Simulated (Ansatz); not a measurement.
# Photoemission of amorphous SiO, part 4 of 8

Aim: make a small model of amorphous SiO and see how disorder spreads its core levels and valence spectrum.

Ansatz 0.2.0; DFT, PBE, plane-wave PAW, scalar-relativistic; PAW set soft_1.

So far. Step 4 (Dynamics at 1870 K): Beyond half the shortest lattice vector, 4.2 Å, g(r) counts periodic images.

## Step 5: Dynamics at 300 K

A short run with the thermostat set to 300 K, starting from rest and too brief to equilibrate, lets it settle further; the cutoff and mesh are cut down, since only a plausible structure is wanted.

File input.yaml:

```yaml
crystal:
  lattice:
    - [8.4942445963, 0.0, 0.0]
    - [0.0, 8.4942445963, 0.0]
    - [0.0, 0.0, 8.4942445963]
  atoms:
    - { symbol: Si, position: [0.8821305168, 0.6457721942, 0.7551322211] }
    - { symbol: Si, position: [0.1753464561, 0.5275950864, 0.3579437253] }
    - { symbol: Si, position: [0.5114909227, 0.3859138069, 1.13113605] }
    - { symbol: Si, position: [0.4250514183, 1.1326788331, 0.6210923053] }
    - { symbol: Si, position: [0.391301289, 0.713879166, 1.0470091078] }
    - { symbol: Si, position: [0.3185561637, 0.6967572198, 0.6905813438] }
    - { symbol: Si, position: [0.5568185553, 0.8305302357, 0.5351198002] }
    - { symbol: Si, position: [0.4426956739, 0.6268444014, 0.421811041] }
    - { symbol: Si, position: [-0.1166364441, 0.0516147739, 1.0417054562] }
    - { symbol: Si, position: [-0.1352232141, 1.0442362446, 0.6658095725] }
    - { symbol: Si, position: [0.1997123229, 0.2785314802, 1.1108139936] }
    - { symbol: Si, position: [0.6812451053, 0.6786807954, 0.003144087] }
    - { symbol: Si, position: [0.1082701718, 0.3061040951, 0.7537354679] }
    - { symbol: Si, position: [0.6274263239, 0.3965830449, 0.4268311335] }
    - { symbol: Si, position: [0.040481799, 0.7184944454, 1.0740996688] }
    - { symbol: Si, position: [0.8155973336, 0.3615361645, 0.751965758] }
    - { symbol: Si, position: [0.6074151618, 1.190829007, 0.9180461191] }
    - { symbol: Si, position: [0.0580881706, 0.8448498799, 0.548739773] }
    - { symbol: O, position: [-0.2874098481, 0.1067940927, 1.0490064788] }
    - { symbol: O, position: [0.2252694455, 0.5061113964, 0.6447956855] }
    - { symbol: O, position: [0.9099612136, -0.122376106, 0.1049914974] }
    - { symbol: O, position: [0.4951412799, 1.2822877587, 0.5249324485] }
    - { symbol: O, position: [0.1668917646, 0.3764512792, 0.9416100265] }
    - { symbol: O, position: [0.4361877606, 0.6906051889, 0.8466714644] }
    - { symbol: O, position: [0.5356869661, 1.0737158022, 0.7859429675] }
    - { symbol: O, position: [0.9233564987, 1.0477869533, 0.838946736] }
    - { symbol: O, position: [1.0205925914, 0.1641891044, 0.1294883648] }
    - { symbol: O, position: [0.2333986761, 0.1860812591, 0.7055098502] }
    - { symbol: O, position: [0.8057685592, 0.2106678461, 0.61194014] }
    - { symbol: O, position: [-0.3225717117, 0.4844947251, 1.0296796212] }
    - { symbol: O, position: [0.2106514996, 0.8113194632, 0.0472488008] }
    - { symbol: O, position: [0.4097388174, 1.0017207033, 0.4887887558] }
    - { symbol: O, position: [0.2054271725, 0.8461976955, 0.6783536164] }
    - { symbol: O, position: [0.015212771, 0.6367308961, 0.9039195096] }
    - { symbol: O, position: [0.0214190409, 0.6085190562, 0.2439960526] }
    - { symbol: O, position: [0.3625525101, 0.5187109765, 0.0862994597] }
kpoints:
  mp_grid: { grid: [1, 1, 1] }
scf:
  occupations: { method: fermi_dirac, width: 0.1 }
  n_extra_bands: 24
hamiltonian:
  xc: pbe
  pseudopotentials: { kind: paw, azcp: { folder: soft_1 } }
output:
  forces: true
basis:
  ecutwfc: 320
md:
  timestep: 1.5
  n_steps: 264
  ensemble: nvt_langevin
  temperature: 300
  seed: 1
```

The run is started by

```bash
> ansatz run input.yaml --threads 8 --pin off --max-ram 23552MiB --backend cpu --events-out ev --progress --plain --runs-dir out
```

Numbers of over 12 decimals in the logs are rounded to 6 here.

Output:

```text
[...]
Crystal: 36 atoms, lattice volume = 612.878 Å³
Basis set: ecut = 320 eV, 8025 PW (Γ), exchange–correlation on 100×100×100 points (8 copies of the dense FFT grid, shifted against one another)
Bands: 114, of which v1, the nominal top of the filled ones, is band 90 counted from 1 (89 counted from 0)
Symmetry: 1 space group operations
k-points: 1
[...]
SCF iter   1: F=—  HF=-21670.685686 eV  |F-HF|=—  |Δ(HF+E_count)|=         —  Δρ=6.63e-2  dr2=4.73e1  ethr=3.10e-3  ⟨swp⟩=9.0  Hψ=622  notcnv=0  defer=2
[...]
SCF iter  14: F=-21658.725376 eV  HF=-21658.725376 eV  |F-HF|=1.39e-8  |Δ(HF+E_count)|=   9.86e-8  Δρ=1.98e-6  dr2=3.50e-8  ethr=2.00e-11  ⟨swp⟩=5.0  Hψ=420  notcnv=0
SCF 1 converged in 14 iterations: F = -21658.725376 eV  dr2 = 3.50e-8
[...]
md step     0: t =     0.00 fs  T =     0.0 K  F+E_penalty+E_count = -21658.72537555 eV  E_kin = 0.000000 eV  (14 SCF iters)
[...]
SCF iter   7: F=-21658.882909 eV  HF=-21658.882909 eV  |F-HF|=1.41e-8  |Δ(HF+E_count)|=   3.81e-8  Δρ=2.26e-6  dr2=2.59e-8  ethr=2.00e-11  ⟨swp⟩=5.0  Hψ=374  notcnv=0
SCF 2 converged in 7 iterations: F = -21658.882909 eV  dr2 = 2.59e-8
md step     1: t =     1.50 fs  T =    43.4 K  F+E_penalty+E_count = -21658.88290900 eV  E_kin = 0.202074 eV  (7 SCF iters)
[...]
SCF iter   8: F=-21659.322909 eV  HF=-21659.322909 eV  |F-HF|=2.98e-9  |Δ(HF+E_count)|=   1.48e-8  Δρ=1.31e-6  dr2=8.71e-9  ethr=2.00e-11  ⟨swp⟩=4.0  Hψ=372  notcnv=0
SCF 3 converged in 8 iterations: F = -21659.322909 eV  dr2 = 8.71e-9
md step     2: t =     3.00 fs  T =   154.0 K  F+E_penalty+E_count = -21659.32290932 eV  E_kin = 0.716695 eV  (8 SCF iters)
[... from here on, the SCF cycles and remarks between the steps are left out ...]
md step     3: t =     4.50 fs  T =   290.5 K  F+E_penalty+E_count = -21659.94395732 eV  E_kin = 1.351659 eV  (8 SCF iters)
md step     4: t =     6.00 fs  T =   439.5 K  F+E_penalty+E_count = -21660.62165650 eV  E_kin = 2.045087 eV  (9 SCF iters)
md step     5: t =     7.50 fs  T =   599.5 K  F+E_penalty+E_count = -21661.25508002 eV  E_kin = 2.789489 eV  (6 SCF iters)
md step     6: t =     9.00 fs  T =   697.7 K  F+E_penalty+E_count = -21661.76489426 eV  E_kin = 3.246675 eV  (7 SCF iters)
md step     7: t =    10.50 fs  T =   768.5 K  F+E_penalty+E_count = -21662.11170945 eV  E_kin = 3.576265 eV  (6 SCF iters)
md step     8: t =    12.00 fs  T =   782.7 K  F+E_penalty+E_count = -21662.28601976 eV  E_kin = 3.642138 eV  (7 SCF iters)
md step     9: t =    13.50 fs  T =   766.5 K  F+E_penalty+E_count = -21662.30737839 eV  E_kin = 3.566690 eV  (6 SCF iters)
md step    10: t =    15.00 fs  T =   708.8 K  F+E_penalty+E_count = -21662.23452714 eV  E_kin = 3.298217 eV  (9 SCF iters)
md step    11: t =    16.50 fs  T =   700.0 K  F+E_penalty+E_count = -21662.13994220 eV  E_kin = 3.257303 eV  (6 SCF iters)
md step    12: t =    18.00 fs  T =   683.3 K  F+E_penalty+E_count = -21662.06837227 eV  E_kin = 3.179645 eV  (7 SCF iters)
md step    13: t =    19.50 fs  T =   637.7 K  F+E_penalty+E_count = -21662.06556363 eV  E_kin = 2.967629 eV  (6 SCF iters)
md step    14: t =    21.00 fs  T =   650.3 K  F+E_penalty+E_count = -21662.18271817 eV  E_kin = 3.025916 eV  (7 SCF iters)
md step    15: t =    22.50 fs  T =   717.7 K  F+E_penalty+E_count = -21662.42676724 eV  E_kin = 3.339896 eV  (6 SCF iters)
md step    16: t =    24.00 fs  T =   805.0 K  F+E_penalty+E_count = -21662.77787297 eV  E_kin = 3.745955 eV  (7 SCF iters)
md step    17: t =    25.50 fs  T =   873.8 K  F+E_penalty+E_count = -21663.19431910 eV  E_kin = 4.066240 eV  (6 SCF iters)
md step    18: t =    27.00 fs  T =   952.2 K  F+E_penalty+E_count = -21663.60119380 eV  E_kin = 4.430780 eV  (7 SCF iters)
md step    19: t =    28.50 fs  T =  1001.4 K  F+E_penalty+E_count = -21663.91104822 eV  E_kin = 4.659844 eV  (7 SCF iters)
md step    20: t =    30.00 fs  T =   999.3 K  F+E_penalty+E_count = -21664.05449236 eV  E_kin = 4.649918 eV  (10 SCF iters)
md step    21: t =    31.50 fs  T =   964.2 K  F+E_penalty+E_count = -21663.99814518 eV  E_kin = 4.486766 eV  (7 SCF iters)
md step    22: t =    33.00 fs  T =   919.9 K  F+E_penalty+E_count = -21663.77700673 eV  E_kin = 4.280597 eV  (7 SCF iters)
md step    23: t =    34.50 fs  T =   873.3 K  F+E_penalty+E_count = -21663.51711021 eV  E_kin = 4.063951 eV  (7 SCF iters)
md step    24: t =    36.00 fs  T =   830.4 K  F+E_penalty+E_count = -21663.36560983 eV  E_kin = 3.864023 eV  (7 SCF iters)
md step    25: t =    37.50 fs  T =   857.0 K  F+E_penalty+E_count = -21663.42239657 eV  E_kin = 3.987972 eV  (7 SCF iters)
md step    26: t =    39.00 fs  T =   887.2 K  F+E_penalty+E_count = -21663.65526770 eV  E_kin = 4.128368 eV  (6 SCF iters)
md step    27: t =    40.50 fs  T =   944.6 K  F+E_penalty+E_count = -21663.93708778 eV  E_kin = 4.395422 eV  (7 SCF iters)
md step    28: t =    42.00 fs  T =   988.9 K  F+E_penalty+E_count = -21664.15048664 eV  E_kin = 4.601491 eV  (6 SCF iters)
md step    29: t =    43.50 fs  T =  1002.7 K  F+E_penalty+E_count = -21664.24213732 eV  E_kin = 4.666152 eV  (6 SCF iters)
md step    30: t =    45.00 fs  T =   954.1 K  F+E_penalty+E_count = -21664.21446269 eV  E_kin = 4.439851 eV  (9 SCF iters)
md step    31: t =    46.50 fs  T =   931.3 K  F+E_penalty+E_count = -21664.10854044 eV  E_kin = 4.333449 eV  (7 SCF iters)
md step    32: t =    48.00 fs  T =   904.2 K  F+E_penalty+E_count = -21663.97848584 eV  E_kin = 4.207500 eV  (6 SCF iters)
md step    33: t =    49.50 fs  T =   872.4 K  F+E_penalty+E_count = -21663.87813537 eV  E_kin = 4.059527 eV  (7 SCF iters)
md step    34: t =    51.00 fs  T =   870.4 K  F+E_penalty+E_count = -21663.84261849 eV  E_kin = 4.050457 eV  (7 SCF iters)
md step    35: t =    52.50 fs  T =   846.4 K  F+E_penalty+E_count = -21663.88278919 eV  E_kin = 3.938709 eV  (6 SCF iters)
md step    36: t =    54.00 fs  T =   861.1 K  F+E_penalty+E_count = -21663.98774618 eV  E_kin = 4.007089 eV  (7 SCF iters)
md step    37: t =    55.50 fs  T =   847.9 K  F+E_penalty+E_count = -21664.12823000 eV  E_kin = 3.945589 eV  (7 SCF iters)
md step    38: t =    57.00 fs  T =   825.6 K  F+E_penalty+E_count = -21664.29302779 eV  E_kin = 3.841682 eV  (7 SCF iters)
md step    39: t =    58.50 fs  T =   856.9 K  F+E_penalty+E_count = -21664.46859973 eV  E_kin = 3.987461 eV  (7 SCF iters)
[...]
md step    62: t =    93.00 fs  T =   630.8 K  F+E_penalty+E_count = -21665.10177170 eV  E_kin = 2.935399 eV  (7 SCF iters)
md step    63: t =    94.50 fs  T =   646.1 K  F+E_penalty+E_count = -21665.06344544 eV  E_kin = 3.006351 eV  (7 SCF iters)
md step    64: t =    96.00 fs  T =   638.4 K  F+E_penalty+E_count = -21665.01623769 eV  E_kin = 2.970506 eV  (7 SCF iters)
md step    65: t =    97.50 fs  T =   613.5 K  F+E_penalty+E_count = -21664.94967732 eV  E_kin = 2.854840 eV  (7 SCF iters)
md step    66: t =    99.00 fs  T =   588.7 K  F+E_penalty+E_count = -21664.86722675 eV  E_kin = 2.739523 eV  (7 SCF iters)
md step    67: t =   100.50 fs  T =   546.8 K  F+E_penalty+E_count = -21664.77435441 eV  E_kin = 2.544396 eV  (7 SCF iters)
md step    68: t =   102.00 fs  T =   534.5 K  F+E_penalty+E_count = -21664.69807171 eV  E_kin = 2.487441 eV  (7 SCF iters)
md step    69: t =   103.50 fs  T =   515.0 K  F+E_penalty+E_count = -21664.68554624 eV  E_kin = 2.396270 eV  (7 SCF iters)
md step    70: t =   105.00 fs  T =   523.8 K  F+E_penalty+E_count = -21664.77064019 eV  E_kin = 2.437367 eV  (10 SCF iters)
md step    71: t =   106.50 fs  T =   552.3 K  F+E_penalty+E_count = -21664.94583341 eV  E_kin = 2.569881 eV  (7 SCF iters)
md step    72: t =   108.00 fs  T =   582.9 K  F+E_penalty+E_count = -21665.16692524 eV  E_kin = 2.712261 eV  (7 SCF iters)
md step    73: t =   109.50 fs  T =   617.2 K  F+E_penalty+E_count = -21665.39577507 eV  E_kin = 2.872032 eV  (7 SCF iters)
SCF iter   1: F=—  HF=-21665.582653 eV  |F-HF|=—  |Δ(HF+E_count)|=         —  Δρ=3.28e-4  dr2=3.88e-4  ethr=1.05e-6  ⟨swp⟩=3.0  Hψ=316  notcnv=0  defer=6
[...]
SCF iter   7: F=-21665.581909 eV  HF=-21665.581909 eV  |F-HF|=6.24e-9  |Δ(HF+E_count)|=   3.58e-9  Δρ=1.21e-6  dr2=9.27e-9  ethr=2.00e-11  ⟨swp⟩=5.0  Hψ=427  notcnv=0
SCF 75 converged in 7 iterations: F = -21665.581909 eV  dr2 = 9.27e-9
md step    74: t =   111.00 fs  T =   652.1 K  F+E_penalty+E_count = -21
```

Elapsed: 2.5 min, on 8 threads of Arm Neoverse V2, shared host; peak memory 0.53 GiB; 17 min of CPU time.

The trajectory, sampled:

```tsv
time (fs)	T (K)	potential (meV/atom)
0.0	0	0.0
27.0	952	-135.4
52.5	846	-143.3
79.5	691	-162.7
105.0	524	-167.9
132.0	539	-183.3
159.0	594	-213.6
184.5	554	-223.0
211.5	546	-236.8
237.0	501	-248.8
264.0	603	-271.6
291.0	506	-271.9
316.5	466	-287.5
343.5	424	-295.2
369.0	427	-300.2
396.0	385	-300.8
```

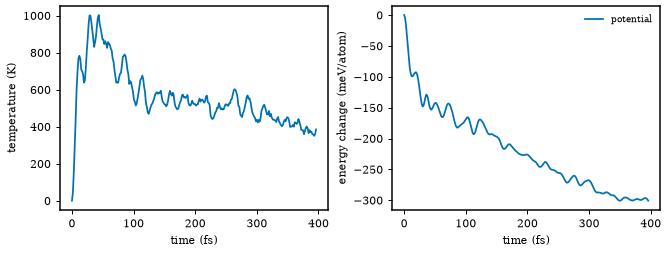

Temperature and energies against time.

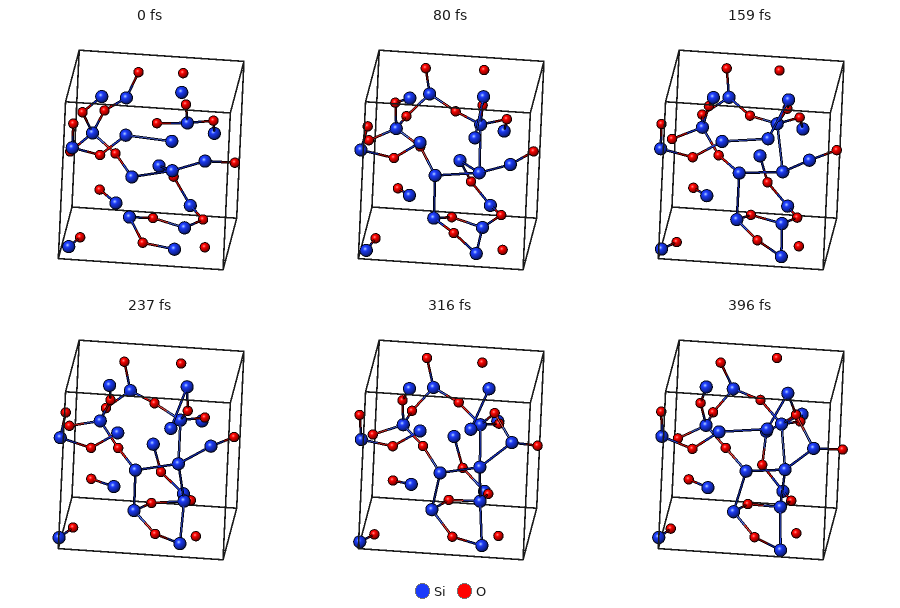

6 frames of the run. Bonds to atoms that aren't drawn are left out.

Mean square displacement at the end: Si 0.80 Å², O 0.60 Å².

Positions (Å) and forces (eV/Å) at 396.0 fs:

```xyz
36
Lattice="8.494 0.000 0.000 0.000 8.494 0.000 0.000 0.000 8.494" Properties=species:S:1:pos:R:3:forces:R:3 pbc="T T T"
Si    7.077    5.217    6.381   -0.427    0.001    1.758
Si   -0.898    4.640    3.597    0.114   -0.595   -0.757
Si    4.945    3.538    9.576   -0.846    0.777   -0.884
Si    3.880   10.343    5.292   -0.268   -1.276    1.224
Si    3.224    5.814    9.428   -0.289    0.191    0.022
Si    2.729    5.643    5.246   -0.800    0.435    0.559
Si    5.011    7.509    4.818   -1.706    0.843    0.200
Si    3.996    6.023    3.229   -0.015    0.279    0.384
Si   -0.962   -0.070    8.774   -1.330    0.285    0.048
Si   -1.281    8.327    5.647    0.025    0.305    0.536
Si    1.392    1.922    9.596    0.572    0.084    0.505
Si    5.039    6.052   -0.787   -0.251    0.659   -0.253
Si    1.403    2.991    6.536    0.690   -0.049    0.494
Si    5.223    4.105    3.410    1.178   -0.158   -0.311
Si    0.063    5.696    9.231   -0.961   -0.506    0.733
Si    7.464    2.775    6.184    0.637   -0.202    0.246
Si    5.677   10.383    7.964    0.544    0.334    0.369
Si   -0.332    6.467    4.834    1.732   -0.170   -1.013
O    -2.582    0.418    8.758    1.158    0.622    0.121
O     2.268    4.474    6.325   -0.331   -0.888   -0.062
O     7.507   -1.504    1.004    1.011   -1.711    0.352
O     4.494   11.449    4.349    0.893    1.422   -0.413
O     1.806    2.308    8.038   -0.690    0.593   -0.800
O     3.936    6.448    6.213    0.576    0.165   -0.584
O     4.664   10.060    6.738   -0.973    0.533   -0.601
O     7.883    8.280    7.204    0.070    0.204   -1.451
O     8.624    0.831    1.059   -0.329    0.421   -0.181
O     2.294    2.067    5.488   -0.512   -0.022   -0.015
O     7.294    1.434    5.109   -0.170    0.155    0.144
O    -2.855    4.725    8.512   -0.342   -1.302    1.081
O     1.630    6.253    0.781   -0.861   -0.450   -0.243
O     4.082    8.940    4.552    0.860   -2.551   -0.350
O     1.358    6.509    4.999   -0.058    0.371   -0.229
O    -0.373    5.045    7.770    0.593    0.330    0.107
O    -0.209    4.552    1.999   -0.158    1.178   -0.652
O     3.318    4.143    1.008    0.667   -0.309   -0.083
```

The pair distribution g(r) has structure finer than the step of the table below, so its rows give means over 0.5 Å, whole bins alone (the curve runs from 0.0372 to 5.91 Å). Peaks (Å: height): Si–Si 2.27: 2.36, 2.42: 3.38, 3.23: 3.10, 3.83: 1.62, 4.27: 1.69, 5.24: 1.94, 5.83: 1.59; Si–O 1.67: 13.9, 3.38: 1.79; O–O 2.64: 5.82, 3.31: 1.53, 3.68: 1.42, 4.57: 1.87, 5.02: 1.95.

From the last frames. The pair distribution g(r) by r; means over each step:

```tsv
r (Å)	Si–Si	Si–O	O–O
1.0	0	0	0
1.5	0	3.33	0
2.0	0.219	0.585	0
2.5	1.46	0.0481	2.03
3.0	1.18	0.699	0.947
3.5	0.721	1.32	0.950
4.0	1.01	1.07	0.665
4.5	1.15	1.10	0.990
5.0	1.02	0.853	1.23
5.5	0.940	1.12	0.719
```

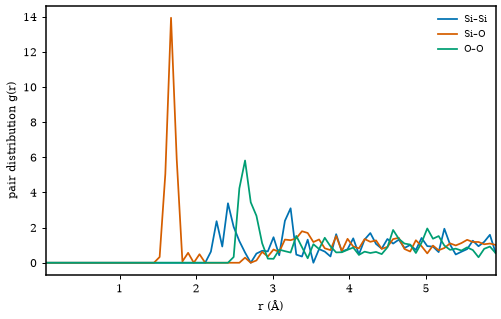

Pair distribution g(r), plotted against r.

Beyond half the shortest lattice vector, 4.2 Å, g(r) counts periodic images.

This step gave:

```yaml
free_energy: -21669.5525 eV
energy_at_zero_smearing: -21669.5491 eV
smearing_term_ts: 0.006831 eV
fermi_energy: 4.696 eV
gap_by_band_count: 1.204 eV
```

[end of part 4 of 8]

[Logs are printed without paths, hosts, clocks, repeated set-up lines and the standing remarks that a program may print on its own settings, such as how far it seeks lower states.]

[Hosts, paths, dates, database ids (printed as entryN), source tags and the programs' standing remarks are cut or masked in the printed files.]

[Maps of the electrostatic potential energy from Ansatz leave out the sawtooth potential of an applied field or a dipole correction, so their vacuum need not be flat; work functions include it.]
